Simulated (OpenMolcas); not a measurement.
**Multiconfigurational calculation, with input and output: Mo³⁺ complex**

Mo³⁺ with 8 ligands (F; cube, 2.115 Å), embedded in CaF2 by model potentials and point charges, whose field is part of the energies. Computed at this level: state-averaged CASSCF, active space 3 electrons in the shell 4d, basis ANO-RCC-VDZP on the metal and ANO-RCC-VDZP on the ligands, DKH2 scalar Hamiltonian, spin-orbit coupling by RASSI with atomic mean-field integrals (OpenMolcas).

**Input**
```
&GATEWAY
Basis set
Mo.ANO-RCC-VDZP.
Mo1 0.0 0.0 0.0 Angstrom
End of basis
Basis set
F.ANO-RCC-VDZP.
L1 1.221096 1.221096 1.221096 Angstrom
L2 1.221096 1.221096 -1.221096 Angstrom
L3 1.221096 -1.221096 1.221096 Angstrom
L4 1.221096 -1.221096 -1.221096 Angstrom
End of basis
Basis set
Ca.EMB-AIMP.Pascual.0s.0s.ECP.CaF2.
PseudoCharge
* 21 symmetry-unique lattice sites within 7.6 angstrom
End of basis
Basis set
F.EMB-AIMP.Pascual.0s.0s.ECP.CaF2.
PseudoCharge
* 40 symmetry-unique lattice sites within 7.6 angstrom
End of basis
Symmetry
XYZ
AngMom=0.0 0.0 0.0
AMFI
RICD
XField
1348 Angstrom 0
* Evjen-weighted lattice charges
&SEWARD
&RASSCF
FileOrb=start.orb
Symmetry=1
Spin=4
nActEl=3 0 0
Inactive=29 29
Ras2=5 0
CIRoot=10 10 1
SDav=10
CIMx=300
Iter=150 100
PrWF=0.3
OrbListing=Nothing
MaxOrb=0
LevShft=1.0
>>> COPY $Project.JobIph JOB001
&RASSCF
FileOrb=start.orb
Symmetry=1
Spin=2
nActEl=3 0 0
Inactive=29 29
Ras2=5 0
CIRoot=40 40 1
SDav=40
CIMx=300
Iter=150 100
PrWF=0.3
OrbListing=Nothing
MaxOrb=0
LevShft=1.0
>>> COPY $Project.JobIph JOB002
&RASSI
NrOfJobIphs=2 10 40
1 2 3 4 5 6 7 8 9 10
1 2 3 4 5 6 7 8 9 10 11 12 13 14 15 16 17 18 19 20 21 22 23 24 25 26 27
28 29 30 31 32 33 34 35 36 37 38 39 40
IphNames
JOB001
JOB002
EJob
SpinOrbit
DIPRint=1.0
SOCoupling=1000.0
Subsets=2
Property=9
'ANGMOM' 1 'ANGMOM' 2 'ANGMOM' 3 'MLTPL  1' 1 'MLTPL  1' 2 'MLTPL  1' 3
'AMFI' 1 'AMFI' 2 'AMFI' 3
SOProperty=3
'ANGMOM' 1 'ANGMOM' 2 'ANGMOM' 3
```

The file start.orb holds starting orbitals from an earlier step. A driver script formed the levels outside the program, from RASSI's spin-orbit matrix and the active-space energies, averaged over the components of each term or state.

Command:
```bash
OMP_NUM_THREADS=1 MOLCAS_MEM=2457 MOLCAS_PROJECT=a pymolcas a.inp > a.log  # once for each step of the input, in one work folder
```

**Output (extracts)**
```
--- SEWARD ---
Basis set label: MO.ANO-RCC...6S5P3D1F.

      Electronic valence basis set:
      ------------------
      Associated Effective Charge  42.000000 au
      Associated Actual Charge     42.000000 au
      Nuclear Model: Point charge

      Shell  nPrim  nBasis  Cartesian Spherical Contaminant
         s      21       6        X
         p      18       5        X
         d      13       3                 X
         f       6       1                 X
                  Relativistic Douglas-Kroll-Hess integrals:
                    - DKH order of Hamiltonian: 2
                    - DKH order of Properties : 0
                  Atomic mean-field integrals
--- RASSCF ---
Wave function specifications:
      -----------------------------

      Number of closed shell electrons         116
      Number of electrons in active shells       3
      Max number of holes in RAS1 space          0
      Max nr of electrons in RAS3 space          0
      Number of inactive orbitals               58
      Number of active orbitals                  5
      Number of secondary orbitals              92
      Spin quantum number                      1.5
      State symmetry                             1
Orbital specifications:
      -----------------------

      Symmetry species                           1   2
                                                ag  au
      Frozen orbitals                            0   0
      Inactive orbitals                         29  29
      Active orbitals                            5   0
      RAS1 orbitals                              0   0
      RAS2 orbitals                              5   0
      RAS3 orbitals                              0   0
      Secondary orbitals                        43  49
      Deleted orbitals                           0   0
      Number of basis functions                 77  78
      Number of CSFs                            10
      Number of root(s) required                10
      Iter CI   SX   CI       RASSCF       Energy    max ROT     max BLB   max BLB  Level Ln srch  Step   QN
          iter iter root      energy       change     param      element    value   shift minimum  type update
 Nr of preliminary CI iterations:   1
      Total energies have been shifted. Add                -4000.00 au
        1   1   10    0  -843.03881150    0.00E+00  -9.58E-02   11  43 2 -3.10E-01*  0.74   0.00    SX    NO
        2   1   10    0  -843.92768278   -8.89E-01* -4.64E-02   31  37 1  4.97E-02*  0.57   0.00    SX    NO
        3   1   10    0  -844.01204129   -8.44E-02* -8.21E-03    7  40 2  3.18E-02*  0.64   0.00    SX    NO
        4   1    9    0  -844.02361331   -1.16E-02*  4.15E-03    8  41 2  8.94E-03*  0.65   0.00    SX    NO
        5   1    9    0  -844.02617330   -2.56E-03*  3.77E-03    8  41 2  4.05E-03*  0.65   1.96    LS   YES
        6   1    8    0  -844.02697968   -8.06E-04* -2.99E-03   34  40 1 -2.51E-03*  0.66   1.05    QN   YES
        7   1    8    0  -844.02708556   -1.06E-04* -1.27E-03    7  40 2 -1.61E-03*  0.65   1.20    QN   YES
        8   1    7    0  -844.02710311   -1.76E-05* -2.19E-04    9  42 2 -3.55E-04*  0.65   1.28    QN   YES
        9   1    6    0  -844.02710512   -2.00E-06* -7.82E-05   14  32 1  8.74E-05   0.65   1.23    QN   YES
       10   1    6    0  -844.02710539   -2.72E-07* -5.35E-05    9  42 2  8.16E-05   0.65   1.32    QN   YES
       11   1    5    0  -844.02710543   -3.95E-08* -1.35E-05    9  42 2  1.66E-05   0.65   1.14    QN   YES
       12   1    4    0  -844.02710543   -1.58E-09  -2.82E-06    7  37 2 -3.51E-06   0.65   2.50    QN   YES
      Convergence after 12 iterations
       13   1    4    0  -844.02710543   -1.29E-10  -2.82E-06    8  41 2 -1.64E-06   0.65   2.50    QN   YES
      Natural orbitals and occupation numbers for root  1
      sym 1:   0.004931   0.004931   1.000000   0.995069   0.995069
      Natural orbitals and occupation numbers for root  2
      sym 1:   1.000000   0.009288   0.990712   0.009288   0.990712
      Natural orbitals and occupation numbers for root  3
      sym 1:   0.001101   0.998899   1.000000   0.001101   0.998899
::    RASSCF root number  1 Total energy:  -4844.10393366
::    RASSCF root number  2 Total energy:  -4844.10393366
::    RASSCF root number  3 Total energy:  -4844.10393366
::    RASSCF root number  4 Total energy:  -4844.02507931
::    RASSCF root number  5 Total energy:  -4844.02507931
::    RASSCF root number  6 Total energy:  -4844.02507931
::    RASSCF root number  7 Total energy:  -4843.98133024
::    RASSCF root number  8 Total energy:  -4843.98133024
::    RASSCF root number  9 Total energy:  -4843.98133024
::    RASSCF root number 10 Total energy:  -4843.94002466
--- RASSCF ---
Wave function specifications:
      -----------------------------

      Number of closed shell electrons         116
      Number of electrons in active shells       3
      Max number of holes in RAS1 space          0
      Max nr of electrons in RAS3 space          0
      Number of inactive orbitals               58
      Number of active orbitals                  5
      Number of secondary orbitals              92
      Spin quantum number                      0.5
      State symmetry                             1
Orbital specifications:
      -----------------------

      Symmetry species                           1   2
                                                ag  au
      Frozen orbitals                            0   0
      Inactive orbitals                         29  29
      Active orbitals                            5   0
      RAS1 orbitals                              0   0
      RAS2 orbitals                              5   0
      RAS3 orbitals                              0   0
      Secondary orbitals                        43  49
      Deleted orbitals                           0   0
      Number of basis functions                 77  78
      Number of CSFs                            40
      Number of root(s) required                40
      Iter CI   SX   CI       RASSCF       Energy    max ROT     max BLB   max BLB  Level Ln srch  Step   QN
          iter iter root      energy       change     param      element    value   shift minimum  type update
 Nr of preliminary CI iterations:   1
      Total energies have been shifted. Add                -4000.00 au
        1   1   10    0  -843.94966144    0.00E+00  -7.27E-03   34  40 1 -6.78E-03*  0.64   0.00    SX    NO
        2   1    9    0  -843.95019740   -5.36E-04*  2.57E-03   23  31 1 -3.88E-03*  0.63   0.00    SX    NO
        3   1    9    0  -843.95031070   -1.13E-04*  1.30E-03   23  31 1 -1.96E-03*  0.64   0.00    SX    NO
        4   1    8    0  -843.95033895   -2.82E-05*  6.11E-04   23  31 1 -1.06E-03*  0.64   0.00    SX    NO
        5   1    8    0  -843.95034639   -7.44E-06*  6.55E-04   23  31 1 -5.50E-04*  0.64   2.08    LS   YES
        6   1    6    0  -843.95034912   -2.74E-06*  3.58E-05   11  42 2  1.09E-04*  0.64   1.01    QN   YES
        7   1    6    0  -843.95034919   -6.61E-08*  3.75E-05   24  31 1 -3.31E-05   0.64   1.33    QN   YES
        8   1    5    0  -843.95034921   -1.73E-08*  3.54E-06   19  34 1  6.41E-06   0.64   1.02    QN   YES
        9   1    4    0  -843.95034921   -1.11E-10   3.42E-06   11  42 2 -3.80E-06   0.64   0.39    QN   YES
      Convergence after  9 iterations
       10   1    4    0  -843.95034921   -1.48E-10   3.42E-06   18  35 1  1.02E-06   0.64   0.39    QN   YES
      Natural orbitals and occupation numbers for root  1
      sym 1:   0.017330   0.012766   1.964773   0.999006   0.006125
      Natural orbitals and occupation numbers for root  2
      sym 1:   0.006818   0.011381   1.964773   0.999006   0.018022
      Natural orbitals and occupation numbers for root  3
      sym 1:   0.076625   0.033477   0.999088   0.895429   0.995380
::    RASSCF root number  1 Total energy:  -4844.12323327
::    RASSCF root number  2 Total energy:  -4844.12323327
::    RASSCF root number  3 Total energy:  -4844.04754087
::    RASSCF root number  4 Total energy:  -4844.04754087
::    RASSCF root number  5 Total energy:  -4844.04754087
::    RASSCF root number  6 Total energy:  -4844.04443477
::    RASSCF root number  7 Total energy:  -4844.04443477
::    RASSCF root number  8 Total energy:  -4844.04443477
::    RASSCF root number  9 Total energy:  -4844.02604639
::    RASSCF root number 10 Total energy:  -4844.02604639
::    RASSCF root number 11 Total energy:  -4844.02604639
::    RASSCF root number 12 Total energy:  -4843.98220154
::    RASSCF root number 13 Total energy:  -4843.98220154
::    RASSCF root number 14 Total energy:  -4843.98220154
::    RASSCF root number 15 Total energy:  -4843.97073472
::    RASSCF root number 16 Total energy:  -4843.95743213
::    RASSCF root number 17 Total energy:  -4843.95743213
::    RASSCF root number 18 Total energy:  -4843.95743213
::    RASSCF root number 19 Total energy:  -4843.95064140
::    RASSCF root number 20 Total energy:  -4843.95064140
::    RASSCF root number 21 Total energy:  -4843.94408606
::    RASSCF root number 22 Total energy:  -4843.94408606
::    RASSCF root number 23 Total energy:  -4843.94408606
::    RASSCF root number 24 Total energy:  -4843.92946273
::    RASSCF root number 25 Total energy:  -4843.92946273
::    RASSCF root number 26 Total energy:  -4843.92946273
::    RASSCF root number 27 Total energy:  -4843.92633841
::    RASSCF root number 28 Total energy:  -4843.92633841
::    RASSCF root number 29 Total energy:  -4843.92633841
::    RASSCF root number 30 Total energy:  -4843.90459307
--- RASSI ---
SPIN-FREE ENERGIES:
  (Shifted by EMIN (a.u.) =      -4844.1232332694)

 SF State       Relative EMIN(au)   Rel lowest level(eV)    D:o, cm**(-1)

    11             0.0000000000        0.0000000000              0.0000
    12             0.0000000000        0.0000000000              0.0000
     3             0.0192996067        0.5251690529           4235.7741
     1             0.0192996067        0.5251690529           4235.7741
     2             0.0192996067        0.5251690529           4235.7741
    13             0.0756923985        2.0596950923          16612.5613
    14             0.0756923985        2.0596950923          16612.5613
    15             0.0756923985        2.0596950923          16612.5613
    16             0.0787984985        2.1442163795          17294.2714
    17             0.0787984985        2.1442163795          17294.2714
    18             0.0787984985        2.1442163795          17294.2714
    19             0.0971868821        2.6445897875          21330.0551
    20             0.0971868821        2.6445897875          21330.0551
    21             0.0971868821        2.6445897875          21330.0551
     4             0.0981539619        2.6709053695          21542.3046
     5             0.0981539619        2.6709053695          21542.3046
     6             0.0981539619        2.6709053695          21542.3046
    22             0.1410317293        3.8376688602          30952.8868
    23             0.1410317293        3.8376688602          30952.8868
    24             0.1410317293        3.8376688602          30952.8868
     7             0.1419030286        3.8613781196          31144.1149
     8             0.1419030286        3.8613781196          31144.1149
     9             0.1419030286        3.8613781196          31144.1149
    25             0.1524985533        4.1496970352          33469.5638
    26             0.1658011440        4.5116789685          36389.1450
    27             0.1658011440        4.5116789685          36389.1450
    28             0.1658011440        4.5116789685          36389.1450
    29             0.1725918679        4.6964639806          37879.5366
    30             0.1725918679        4.6964639806          37879.5366
    31             0.1791472058        4.8748438118          39318.2670
    32             0.1791472058        4.8748438118          39318.2670
    33             0.1791472058        4.8748438118          39318.2670
    10             0.1832086097        4.9853602412          40209.6421
    34             0.1937705440        5.2727651157          42527.7187
    35             0.1937705440        5.2727651157          42527.7187
    36             0.1937705440        5.2727651157          42527.7187
    37             0.1968948553        5.3577819568          43213.4258
    38             0.1968948553        5.3577819568          43213.4258
    39             0.1968948553        5.3577819568          43213.4258
    40             0.2186401967        5.9495028404          47985.9766
Eigenvalues of complex Hamiltonian:
   -----------------------------------
  (Shifted by EMIN (a.u.) =      -4844.1232332694)

 SO State       Relative EMIN(au)   Rel lowest level(eV)    D:o, cm**(-1)

     1            -0.0014638301        0.0000000002              0.0000
     2            -0.0014638301        0.0000000002              0.0000
     3            -0.0014638302        0.0000000000              0.0000
     4            -0.0014638302        0.0000000000              0.0000
     5             0.0167779690        0.4963846418           4003.6121
     6             0.0167779690        0.4963846418           4003.6121
     7             0.0175552977        0.5175368326           4174.2161
     8             0.0175552977        0.5175368327           4174.2161
     9             0.0175552977        0.5175368326           4174.2161
    10             0.0175552976        0.5175368326           4174.2161
    11             0.0206042272        0.6005024333           4843.3788
    12             0.0206042272        0.6005024333           4843.3788
    13             0.0206042272        0.6005024332           4843.3788
    14             0.0206042272        0.6005024332           4843.3788
    15             0.0229373078        0.6639887903           5355.4308
    16             0.0229373078        0.6639887903           5355.4308
    17             0.0738341543        2.0489625390          16525.9974
    18             0.0738341543        2.0489625390          16525.9974
    19             0.0755556833        2.0958077289          16903.8293
    20             0.0755556833        2.0958077286          16903.8293
    21             0.0755556833        2.0958077286          16903.8293
    22             0.0755556833        2.0958077289          16903.8293
    23             0.0769445505        2.1336007299          17208.6504
    24             0.0769445505        2.1336007299          17208.6504
    25             0.0783788098        2.1726289159          17523.4340
    26             0.0783788098        2.1726289159          17523.4340
    27             0.0783788099        2.1726289162          17523.4340
    28             0.0783788099        2.1726289162          17523.4340
    29             0.0946614936        2.6157033117          21097.0700
    30             0.0946614936        2.6157033117          21097.0700
    31             0.0970919049        2.6818381728          21630.4836
    32             0.0970919049        2.6818381728          21630.4836
    33             0.0974987514        2.6929090297          21719.7761
    34             0.0974987514        2.6929090297          21719.7761
    35             0.0974987514        2.6929090299          21719.7761
    36             0.0974987514        2.6929090299          21719.7761
    37             0.0986873454        2.7252523211          21980.6423
    38             0.0986873454        2.7252523211          21980.6423
    39             0.0986873454        2.7252523212          21980.6423
    40             0.0986873454        2.7252523212          21980.6423
    41             0.0993478591        2.7432258145          22125.6083
Weights of the five most important spin-orbit-free states for each spin-orbit state.

 SO State  Total energy (au)           Spin-free states, spin, and weights
 -------------------------------------------------------------------------------------------------------
    1        -0.001464      12 0.5  0.5014   11 0.5  0.4360    1 1.5  0.0268    2 1.5  0.0199    3 1.5  0.0123
    2        -0.001464      12 0.5  0.5014   11 0.5  0.4360    1 1.5  0.0268    2 1.5  0.0199    3 1.5  0.0123
    3        -0.001464      11 0.5  0.5014   12 0.5  0.4360    3 1.5  0.0270    2 1.5  0.0195    1 1.5  0.0125
    4        -0.001464      11 0.5  0.5014   12 0.5  0.4360    3 1.5  0.0270    2 1.5  0.0195    1 1.5  0.0125
    5         0.016778       3 1.5  0.3329    2 1.5  0.3329    1 1.5  0.3329    6 1.5  0.0002    5 1.5  0.0002
    6         0.016778       3 1.5  0.3329    2 1.5  0.3329    1 1.5  0.3329    6 1.5  0.0002    5 1.5  0.0002
    7         0.017555       2 1.5  0.3610    1 1.5  0.3000    3 1.5  0.2830   12 0.5  0.0275   11 0.5  0.0245
    8         0.017555       1 1.5  0.3966    3 1.5  0.3291    2 1.5  0.2183   11 0.5  0.0391   12 0.5  0.0129
    9         0.017555       3 1.5  0.3507    1 1.5  0.3336    2 1.5  0.2596   11 0.5  0.0311   12 0.5  0.0208
   10         0.017555       2 1.5  0.4197    3 1.5  0.2958    1 1.5  0.2284   12 0.5  0.0427   11 0.5  0.0092
   11         0.020604       3 1.5  0.5040    2 1.5  0.4140    1 1.5  0.0699   11 0.5  0.0036   12 0.5  0.0034
   12         0.020604       3 1.5  0.5176    2 1.5  0.3555    1 1.5  0.1148   12 0.5  0.0044   11 0.5  0.0026
```

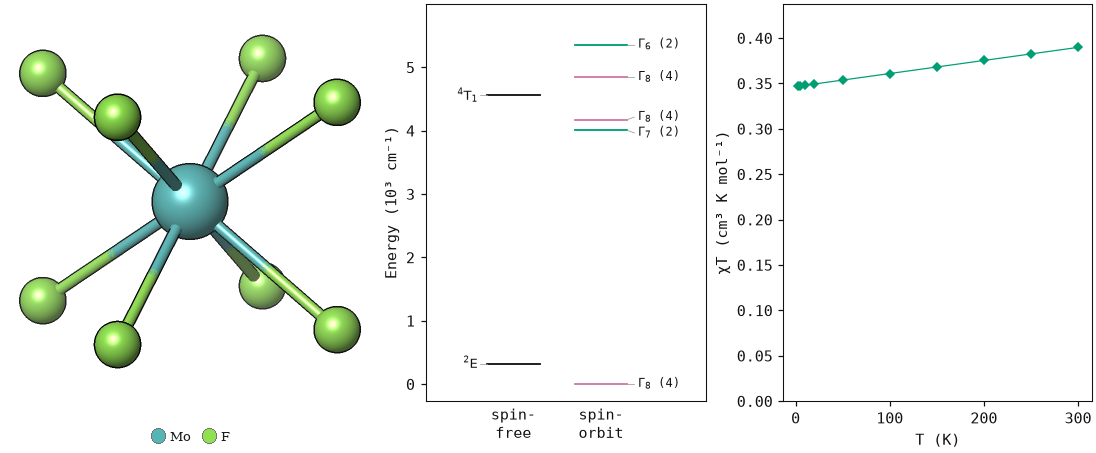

*Mo³⁺ (4d³) as a dopant in CaF₂, a cluster with its 8 nearest F⁻ at 2.115 Å (cube) embedded in model potentials and point charges; the geometry was set, not optimised, and its levels and susceptibility. Labels give the representation in O, Td, D4 or D3 as the site allows (double group for half-integer spin) where it could be assigned and, in brackets, the degeneracy; spin-free states, where drawn, share the zero of the spin-orbit levels. Powder susceptibility by Van Vleck's formula.*

The ground level is Γ₈, 4-fold degenerate, 94 % from states of spin multiplicity 2. The next level lies at 4,000 cm⁻¹ (Γ₇). The lowest spin-free state is ²E. χT is 0.347 cm³ K mol⁻¹ at 2 K and 0.390 at 300 K, an effective moment of 1.77 μB. The active orbitals hold 86 to 93 % metal character (Löwdin), and the Mulliken charge of the metal is +2.13.

**Results in brief**

| quantity | value |
| --- | --- |
| outcome | converged |
| energy of the lowest spin-free term | −4844.12323 hartree |
| energy of the lowest spin-orbit level | −4844.12470 hartree |
| largest spread among components of a term | 0.0 cm⁻¹ |
| hardware | 1 thread of Arm Neoverse V1, 24 GiB of memory available, shared host |
| wall time | 28 s |
| peak memory | 0.38 GiB |

**Notes**

Without dynamic correlation the splittings between terms come out too large, often by 20 to 50 %. To bear in mind: orbital doublet at a regular site, Jahn-Teller distortion not allowed for; the geometry is set by hand, with no relaxation.
